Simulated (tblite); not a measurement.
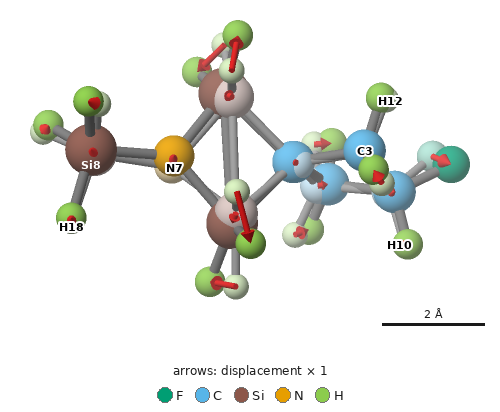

A relaxation of C4H12FNSi3. The starting structure is drawn faded, the final one solid; red arrows show the displacements, at their true length. The two geometries are superimposed by the best rigid fit.

A ball-and-stick model, seen at a tilt.

Level of theory: GFN2-xTB geometry optimisation, gas phase (tblite). 

Q: What did the optimiser do to the structure, and how much energy did it gain?

A: Over 88 geometry steps the energy falls by 1.512 eV. An H atom moves most after the best rigid fit: 1.08 Å. Largest moves by element: H 1.08 Å, N 0.69 Å, F 0.54 Å, Si 0.38 Å, C 0.20 Å. Among the contacts that change: Si–Si 2.426 → 2.687 Å, C–Si 1.820 → 1.916 Å, C–C 1.472 → 1.542 Å, N–Si 1.807 → 1.758 Å. Bond angles that change, for instance: Si–Si–H 91.5° → 123.5°, Si–Si–H 92.2° → 123.9°, Si–Si–H 153.7° → 124.5°.
